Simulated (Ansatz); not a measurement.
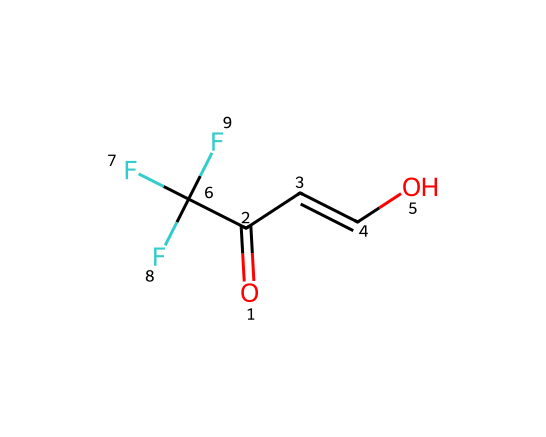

Skeletal drawing with numbered atoms; wedges and dashes mark any stereocentres. The configuration is that of a computed structure (PBE-D4/def2-SVP).

Give the R/S and E/Z labels.

Answer. C3=C4: E.

Give a SMILES with the stereochemistry.

Answer. O=C(/C=C/O)C(F)(F)F
